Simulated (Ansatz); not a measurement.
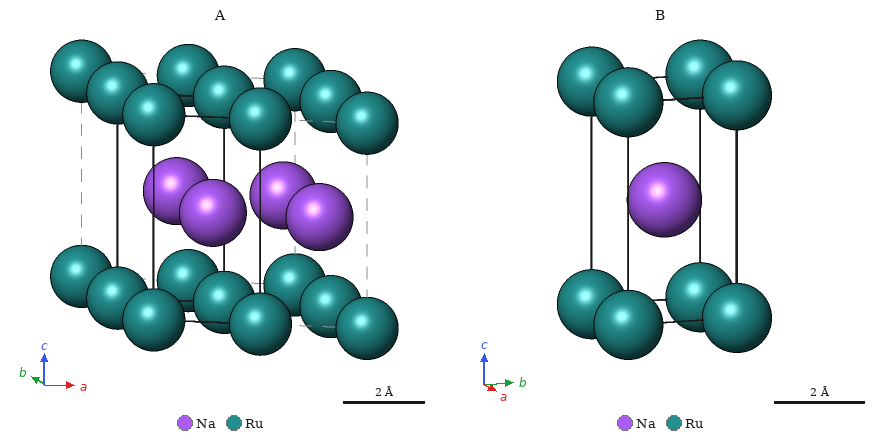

Two structures of NaRu, each relaxed to rest (conventional cells in solid outline, small ones repeated, not to one scale). Method: DFT PBE, scalar-relativistic, plane waves, PAW (Ansatz), without spin polarisation.

Characterise the two forms.

A: 2 atoms a cell on a primitive hexagonal lattice, P-6m2. B: 2 atoms a cell on a primitive tetragonal lattice, P4/mmm.

Which structure is more stable?

A is lower, by 64 meV/atom at this level of theory (energies at zero smearing). Volumes: A 16.6, B 16.9 Å³/atom.

One or both may be structure types tried for this composition rather than known phases.
